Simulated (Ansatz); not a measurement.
# C2H6MoOS2: shape, modes and thermochemistry

Aim: relax C2H6MoOS2 from a cheap starting geometry, then compute its harmonic vibrations to see whether it is a minimum and to get the zero-point energy and entropy.

Method: RKS PBE0-D4/def2-TZVP; program: Ansatz 0.2.0, Gaussian basis.

Plan: relaxation at PBE-D4/def2-SVP; relaxation at PBE0-D4/def2-TZVP; harmonic vibrations at the same level.

2 further runs of the same task are left out: 1 for a known fault of the program, 1 set aside as unsound or not needed. Runs told in other sessions of the task aren't counted.

## 1. The starting structure

SMILES `C[O][Mo]([CH3])(=[S])=[S]`, 12 atoms, charge 0, spin multiplicity 1.

Atoms are counted from 1 here; the program's logs count them from 0.

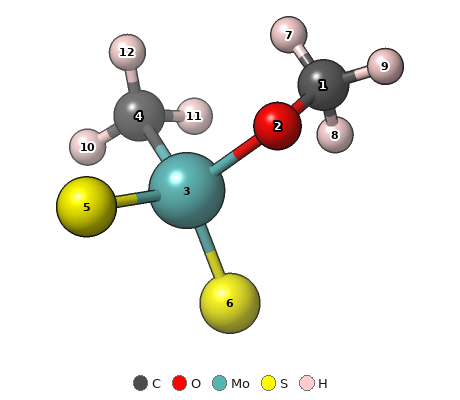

As it starts; carbon dark grey, oxygen red, molybdenum teal, sulfur yellow, hydrogen pink; atoms are numbered from 1 in the order of the file.

Coordinates:

```
C    -0.5612   -0.6325    1.6854
O     0.0210    0.6511    1.6848
Mo    0.1296    1.1958   -0.2870
C     0.6680   -0.5647   -1.5396
S     1.6830    2.5520   -0.5097
S    -1.6074    2.0600   -0.8791
H     0.1280   -1.3612    1.3266
H    -1.4476   -0.5348    0.9880
H    -0.9451   -0.8210    2.7416
H     0.8267   -0.2424   -2.5456
H    -0.3017   -1.2431   -1.5291
H     1.4836   -1.1143   -1.1024
```

The start is a force-field geometry with small random shifts, so a cheaper pass at PBE-D4/def2-SVP comes first. Mo takes the def2 core potential; no spin-orbit term is included.

## 2. Relaxation at PBE-D4/def2-SVP (cheap first pass)

Contents of in.yaml:

```yaml
crystal:
  periodic: [false, false, false]
  atoms:
    - {symbol: C, position_ang: [-0.561200, -0.632500, 1.685400]}
    - {symbol: O, position_ang: [0.021000, 0.651100, 1.684800]}
    - {symbol: Mo, position_ang: [0.129600, 1.195800, -0.287000]}
    - {symbol: C, position_ang: [0.668000, -0.564700, -1.539600]}
    - {symbol: S, position_ang: [1.683000, 2.552000, -0.509700]}
    - {symbol: S, position_ang: [-1.607400, 2.060000, -0.879100]}
    - {symbol: H, position_ang: [0.128000, -1.361200, 1.326600]}
    - {symbol: H, position_ang: [-1.447600, -0.534800, 0.988000]}
    - {symbol: H, position_ang: [-0.945100, -0.821000, 2.741600]}
    - {symbol: H, position_ang: [0.826700, -0.242400, -2.545600]}
    - {symbol: H, position_ang: [-0.301700, -1.243100, -1.529100]}
    - {symbol: H, position_ang: [1.483600, -1.114300, -1.102400]}
basis:
  gaussian: {orbitals: def2-SVP}
hamiltonian: {xc: pbe, dispersion: d4}
relax: {f_tol: 0.03, max_steps: 200}
```

Launch:

```
$ ansatz run in.yaml --threads 4 --pin off --events-out ev --progress --plain --max-ram 11315MiB
```

The log of the run, shortened:

```text
Functional definition: PBE
  name "PBE"
  cite "Perdew, Burke & Ernzerhof, Phys. Rev. Lett. 77, 3865 (1996) doi:10.1103/PhysRevLett.77.3865"
  parent pbe
[...]
1520 factors; their error is unknown
[...]
mean field -27724.41473922 eV, -1018.8534493830 hartree, gradient 2.6e-5 eV, S^2 0.000000; 0 other end points of the search recorded, 0 dependent functions left out
[...]
reference -27724.41480642 eV, -1018.8534518527 hartree; 36, 36 occupied and 103, 103 virtual orbitals, 1520 factors
relax step   1: F+E_penalty+E_count = -27724.79329922 eV  Δ(F+E_penalty+E_count) = +0.000e0 eV  max|allowed force component| = 3.629e0 eV/Å  Δτ_max = 0.0000 Å  (58 SCF iters, accepted)
[...]
relax step   6: F+E_penalty+E_count = -27726.00549494 eV  Δ(F+E_penalty+E_count) = -3.588e-2 eV  max|allowed force component| = 6.952e-1 eV/Å  Δτ_max = 0.1319 Å  (35 SCF iters, accepted)
[...]
relax step  11: F+E_penalty+E_count = -27726.09181305 eV  Δ(F+E_penalty+E_count) = -4.159e-3 eV  max|allowed force component| = 4.296e-1 eV/Å  Δτ_max = 0.0704 Å  (36 SCF iters, accepted)
[...]
relax step  16: F+E_penalty+E_count = -27726.10344782 eV  Δ(F+E_penalty+E_count) = -1.175e-3 eV  max|allowed force component| = 8.889e-2 eV/Å  Δτ_max = 0.0189 Å  (36 SCF iters, accepted)
[...]
1520 factors; their error is unknown
[...]
mean field -27725.72709532 eV, -1018.9016775802 hartree, gradient 2.7e-5 eV, S^2 0.000000; 1 other end points of the search recorded, 0 dependent functions left out
[...]
reference -27725.72716485 eV, -1018.9016801354 hartree; 36, 36 occupied and 103, 103 virtual orbitals, 1520 factors
Total energy: -27726.10509993 eV, -1018.9155689934 hartree
Atom 0 at    -0.842402    -0.595398     2.161676 Å, force    -0.004919    -0.003199     0.025554 eV/Å
Atom 1 at    -0.040937    -0.297885     1.042368 Å, force     0.001243    -0.005788     0.000342 eV/Å
Atom 2 at     0.162211     0.804268    -0.424571 Å, force     0.001080     0.009943     0.002385 eV/Å
Atom 3 at     0.915235    -0.320427    -2.029383 Å, force     0.003734    -0.000262    -0.006062 eV/Å
Atom 4 at     1.580793     2.366664    -0.107418 Å, force    -0.004793    -0.007426     0.000930 eV/Å
Atom 5 at    -1.692252     1.607944    -1.095075 Å, force     0.003368    -0.003725     0.000155 eV/Å
Atom 6 at    -0.696873    -1.663658     2.430497 Å, force     0.001725     0.024511    -0.011008 eV/Å
Atom 7 at    -1.917122    -0.419061     1.937762 Å, force     0.009437    -0.000562     0.004324 eV/Å
Atom 8 at    -0.538096     0.032764     3.027257 Å, force    -0.006295    -0.013854    -0.022764 eV/Å
Atom 9 at     1.056085     0.310111    -2.930092 Å, force    -0.002414    -0.005370     0.006194 eV/Å
Atom 10 at     0.195664    -1.135189    -2.257018 Å, force     0.003511     0.003966     0.000462 eV/Å
Atom 11 at     1.894594    -0.745233    -1.722104 Å, force    -0.005675     0.001765    -0.000512 eV/Å
Dipole moment:    -0.113067    -0.630919     0.313882 e Å
```

Run time: 19 s. Hardware: 4 threads of AMD EPYC 9R45, shared host.

The steps of the relaxation: (the energy doesn't fall at every step)

```
step  energy from step 1 (eV)  largest force component (eV/Å)
   1                   0.0000                          3.6289
   2                  -0.7797                          1.5956
   3                  -1.0031                          0.7541
   4                  -1.1209                          0.7182
   5                  -1.1763                          0.8677
   6                  -1.2122                          0.6952
   7                  -1.2535                          0.4643
   8                  -1.2689                          0.5899
   9                  -1.2852                          0.3661
  10                  -1.2944                          0.3019
  11                  -1.2985                          0.4296
  12                  -1.3061                          0.0646
  13                  -1.3048                          0.2739
  14                  -1.3084                          0.0529
  15                  -1.3090                          0.1915
  16                  -1.3101                          0.0889
  17                  -1.3106                          0.0323
  18                  -1.3113                          0.0552
  19                  -1.3116                          0.0419
  20                  -1.3117                          0.0256
```

Distances of close pairs at the start and the end, largest changes first:

```
  bond  before (Å)  after (Å)  change (Å)
C1–Mo3       2.777      3.108      +0.331
O2–Mo3       2.049      1.846      -0.202
Mo3–C4       2.227      2.099      -0.127
Mo3–S6       2.028      2.129      +0.101
C4–H11       1.183      1.111      -0.073
Mo3–S5       2.074      2.134      +0.060
 C1–H7       1.065      1.111      +0.046
C4–H10       1.068      1.108      +0.040
```

## 3. Geometry optimisation, PBE0-D4/def2-TZVP

Contents of in.yaml:

```yaml
crystal:
  periodic: [false, false, false]
  atoms:
    - {symbol: C, position_ang: [-0.842402, -0.595398, 2.161676]}
    - {symbol: O, position_ang: [-0.040937, -0.297885, 1.042368]}
    - {symbol: Mo, position_ang: [0.162211, 0.804268, -0.424571]}
    - {symbol: C, position_ang: [0.915235, -0.320427, -2.029383]}
    - {symbol: S, position_ang: [1.580793, 2.366664, -0.107418]}
    - {symbol: S, position_ang: [-1.692252, 1.607944, -1.095075]}
    - {symbol: H, position_ang: [-0.696873, -1.663658, 2.430497]}
    - {symbol: H, position_ang: [-1.917122, -0.419061, 1.937762]}
    - {symbol: H, position_ang: [-0.538096, 0.032764, 3.027257]}
    - {symbol: H, position_ang: [1.056085, 0.310111, -2.930092]}
    - {symbol: H, position_ang: [0.195664, -1.135189, -2.257018]}
    - {symbol: H, position_ang: [1.894594, -0.745233, -1.722104]}
basis:
  gaussian: {orbitals: def2-TZVP}
hamiltonian: {xc: pbe0, dispersion: d4}
relax: {f_tol: 0.005, max_steps: 150}
```

Launched as before.

The log of the run, shortened:

```text
Functional definition: PBE0
  name "PBE0"
  cite "Adamo & Barone, J. Chem. Phys. 110, 6158 (1999) doi:10.1063/1.478522"
  cite "Perdew, Burke & Ernzerhof, Phys. Rev. Lett. 77, 3865 (1996) doi:10.1103/PhysRevLett.77.3865"
  parent pbe
[...]
1695 factors; their error is unknown
[...]
mean field -27738.60181983 eV, -1019.3748149792 hartree, gradient 4.5e-5 eV, S^2 0.000000; 0 other end points of the search recorded, 0 dependent functions left out
[...]
reference -27738.60186300 eV, -1019.3748165655 hartree; 36, 36 occupied and 207, 207 virtual orbitals, 1695 factors
relax step   1: F+E_penalty+E_count = -27738.92978755 eV  Δ(F+E_penalty+E_count) = +0.000e0 eV  max|allowed force component| = 8.216e-1 eV/Å  Δτ_max = 0.0000 Å  (36 SCF iters, accepted)
[...]
Atom 2 at     0.200046     0.853691    -0.382544 Å, force     0.000909    -0.001258    -0.000034 eV/Å
Atom 3 at     0.874258    -0.334745    -1.966005 Å, force    -0.000523     0.000224    -0.000603 eV/Å
Atom 4 at     1.625132     2.390875    -0.205179 Å, force    -0.000162     0.000847     0.000930 eV/Å
Atom 5 at    -1.654526     1.613425    -1.005853 Å, force     0.000035    -0.000347     0.000290 eV/Å
Atom 6 at    -0.649570    -1.656122     2.324582 Å, force    -0.001069     0.002250    -0.000086 eV/Å
Atom 7 at    -1.863469    -0.478032     1.751758 Å, force     0.003096    -0.000172     0.000663 eV/Å
Atom 8 at    -0.676137    -0.011285     3.002502 Å, force    -0.000351    -0.001725    -0.002771 eV/Å
Atom 9 at     0.972409     0.252475    -2.880021 Å, force    -0.000190    -0.000013     0.000361 eV/Å
Atom 10 at     0.154325    -1.142254    -2.124319 Å, force    -0.000086    -0.000375    -0.000334 eV/Å
Atom 11 at     1.850077    -0.742898    -1.688045 Å, force     0.000178    -0.000247     0.000135 eV/Å
Dipole moment:    -0.141062    -0.629231     0.277585 e Å
```

It took 47 s on 4 threads of AMD EPYC 9R45, shared host; peak memory 0.88 GiB.

The steps of the relaxation:

```
step  energy from step 1 (eV)  largest force component (eV/Å)
   1                   0.0000                          0.8216
   2                  -0.0581                          0.5974
   3                  -0.0714                          0.0347
   4                  -0.0717                          0.0223
   5                  -0.0720                          0.0203
   6                  -0.0726                          0.0770
   7                  -0.0731                          0.1083
   8                  -0.0734                          0.0897
   9                  -0.0738                          0.0466
  10                  -0.0739                          0.0316
  11                  -0.0740                          0.0161
  12                  -0.0741                          0.0121
  13                  -0.0741                          0.0114
  14                  -0.0741                          0.0212
  15                  -0.0741                          0.0050
  16                  -0.0741                          0.0047
  17                  -0.0741                          0.0051
  18                  -0.0741                          0.0031
```

The force was under the threshold of 0.005 eV/Å already at step 15, but the program went on to step 18.

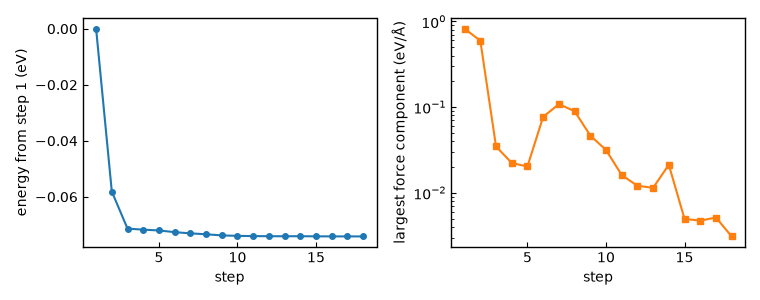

Energy and largest force along the relaxation.

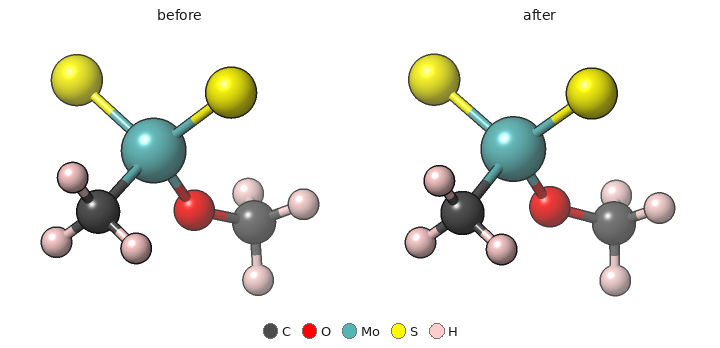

Before and after, at one scale.

Close pairs (by a distance rule), those that changed most:

```
  bond  before (Å)  after (Å)  change (Å)
Mo3–S6       2.129      2.099      -0.031
Mo3–S5       2.134      2.104      -0.030
 C1–H9       1.112      1.093      -0.019
 C1–H8       1.112      1.093      -0.019
 C1–H7       1.111      1.093      -0.019
C4–H10       1.108      1.091      -0.018
C4–H11       1.111      1.093      -0.017
O2–Mo3       1.846      1.829      -0.017
```

Mulliken charges at the end point, from the run's report:

```
atom  value (e)
  C1      -0.18
  O2      -0.53
 Mo3       1.17
  C4      -0.57
  S5      -0.41
  S6      -0.39
  H7       0.14
  H8       0.14
  H9       0.14
 H10       0.17
 H11       0.16
 H12       0.16
```

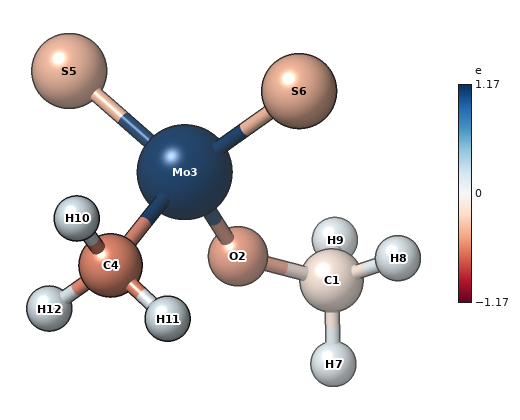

Mulliken charges at the end point, from the run's report, as colours on the atoms.

## 4. Harmonic vibrations

Contents of in.yaml:

```yaml
crystal:
  periodic: [false, false, false]
  atoms:
    - {symbol: C, position_ang: [-0.834001, -0.603396, 2.097526]}
    - {symbol: O, position_ang: [0.078354, -0.196835, 1.109498]}
    - {symbol: Mo, position_ang: [0.200046, 0.853691, -0.382544]}
    - {symbol: C, position_ang: [0.874258, -0.334745, -1.966005]}
    - {symbol: S, position_ang: [1.625132, 2.390875, -0.205179]}
    - {symbol: S, position_ang: [-1.654526, 1.613425, -1.005853]}
    - {symbol: H, position_ang: [-0.649570, -1.656122, 2.324582]}
    - {symbol: H, position_ang: [-1.863469, -0.478032, 1.751758]}
    - {symbol: H, position_ang: [-0.676137, -0.011285, 3.002502]}
    - {symbol: H, position_ang: [0.972409, 0.252475, -2.880021]}
    - {symbol: H, position_ang: [0.154325, -1.142254, -2.124319]}
    - {symbol: H, position_ang: [1.850077, -0.742898, -1.688045]}
basis:
  gaussian: {orbitals: def2-TZVP}
hamiltonian: {xc: pbe0, dispersion: d4}
phonons: {temperatures: {t_min: 298.15, t_max: 900, t_step: 200}}
```

Launched as before.

The log of the run, shortened:

```text
Functional definition: PBE0
  name "PBE0"
  cite "Adamo & Barone, J. Chem. Phys. 110, 6158 (1999) doi:10.1063/1.478522"
  cite "Perdew, Burke & Ernzerhof, Phys. Rev. Lett. 77, 3865 (1996) doi:10.1103/PhysRevLett.77.3865"
  parent pbe
[...]
1695 factors; their error is unknown
[...]
mean field -27738.67066291 eV, -1019.3773449155 hartree, gradient 4.5e-5 eV, S^2 0.000000; 0 other end points of the search recorded, 0 dependent functions left out
[...]
reference -27738.67070560 eV, -1019.3773464844 hartree; 36, 36 occupied and 207, 207 virtual orbitals, 1695 factors
[...]
1695 factors; their error is unknown
mean field -27738.67048785 eV, -1019.3773384823 hartree, gradient 2.6e-6 eV, S^2 0.000000; 0 other end points of the search recorded, 0 dependent functions left out
[...]
reference -27738.67053054 eV, -1019.3773400511 hartree; 36, 36 occupied and 207, 207 virtual orbitals, 1695 factors
[...]
Atom 5 at    -1.654526     1.613425    -1.005853 Å, force     0.000065    -0.000460     0.000277 eV/Å
Atom 6 at    -0.649570    -1.656122     2.324582 Å, force    -0.001077     0.002268    -0.000089 eV/Å
Atom 7 at    -1.863469    -0.478032     1.751758 Å, force     0.003116    -0.000131     0.000698 eV/Å
Atom 8 at    -0.676137    -0.011285     3.002502 Å, force    -0.000360    -0.001728    -0.002755 eV/Å
Atom 9 at     0.972409     0.252475    -2.880021 Å, force    -0.000207     0.000006     0.000367 eV/Å
Atom 10 at     0.154325    -1.142254    -2.124319 Å, force    -0.000114    -0.000369    -0.000380 eV/Å
Atom 11 at     1.850077    -0.742898    -1.688045 Å, force     0.000163    -0.000243     0.000145 eV/Å
Dipole moment:    -0.141064    -0.629231     0.277586 e Å
Vibrations: 48.73 89.27 95.10 167.69 175.54 183.77 185.52 220.08 251.26 547.58 565.55 579.30 585.10 667.52 691.80 1147.30 1168.37 1176.04 1188.82 1409.91 1416.64 1467.01 1479.43 1485.52 3034.76 3039.50 3118.89 3122.90 3134.73 3154.74 cm⁻¹, zero-point energy 2.206818 eV
```

Wall time 2.9 min (4 threads of AMD EPYC 9R45, shared host); peak memory 0.88 GiB.

Motions are named by where the mode's potential energy lies. Wavenumbers, unscaled:

```
mode  cm⁻¹                  motion
   1    49                 torsion
   2    89       bend with torsion
   3    95                 torsion
   4   168                    bend
   5   176                 torsion
   6   184       torsion with bend
   7   186       torsion with bend
   8   220       torsion with bend
   9   251                    bend
  10   548   Mo–C and Mo–S stretch
  11   566   Mo–S and Mo–C stretch
  12   579            Mo–S stretch
  13   585  Mo–O stretch with bend
  14   668  bend with Mo–O stretch
  15   692  bend with wag or twist
  16  1147             C–O stretch
  17  1168                    bend
  18  1176                    bend
  19  1189                    bend
  20  1410                    bend
  21  1417                    bend
  22  1467                    bend
  23  1479                    bend
  24  1486                    bend
  25  3035             C–H stretch
  26  3040             C–H stretch
  27  3119             C–H stretch
  28  3123             C–H stretch
  29  3135             C–H stretch
  30  3155             C–H stretch
```

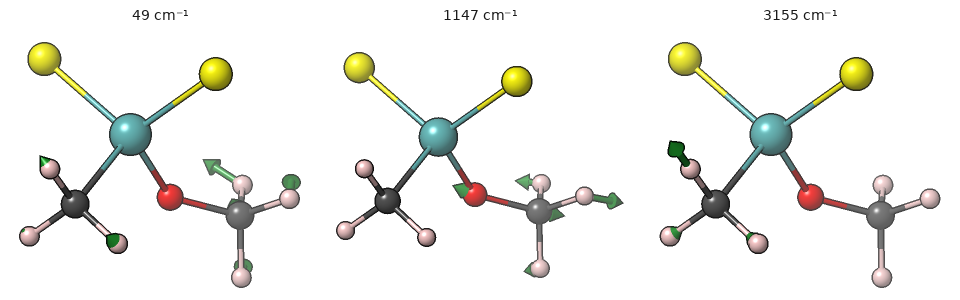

Displacements of 3 modes, as arrows.

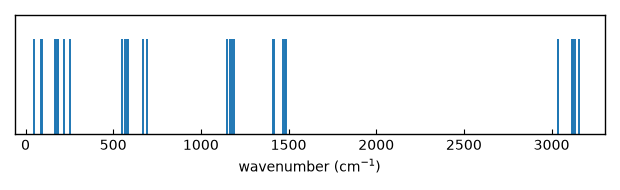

The harmonic wavenumbers as sticks (no intensities were computed).

Ideal gas, rigid rotor and harmonic oscillator at 298.15 K and 1 bar, with symmetry number 1:

```
                term            value
   zero-point energy     212.9 kJ/mol
          H(298) − E     240.7 kJ/mol
entropy, translation  175.3 J/(mol K)
   entropy, rotation  122.1 J/(mol K)
  entropy, vibration  117.7 J/(mol K)
      entropy, total  415.1 J/(mol K)
```

## 5. Summary of results

```
                  quantity            value
               point group               C1
                     steps          20 + 18
shift from the start (rms)          0.754 Å
              total energy   -27739.0040 eV
           dispersion term         -333 meV
             dipole moment           3.37 D
lowest, highest wavenumber    49, 3155 cm⁻¹
         zero-point energy     212.9 kJ/mol
       entropy at 298.15 K  415.1 J/(mol K)
```

In words: The relaxed geometry lies 0.75 Å (rms) from the start; the bond that changed most is O2–Mo3, from 2.049 to 1.829 Å. No mode is imaginary: a true minimum at this level. The stiffest mode, 3155 cm⁻¹, is a C–H stretch, and 7 modes under 200 cm⁻¹ make the vibrational entropy uncertain. Harmonic hybrid wavenumbers usually lie a few per cent above measured fundamentals. The largest Mulliken charge, +1.17 e, sits on Mo3.
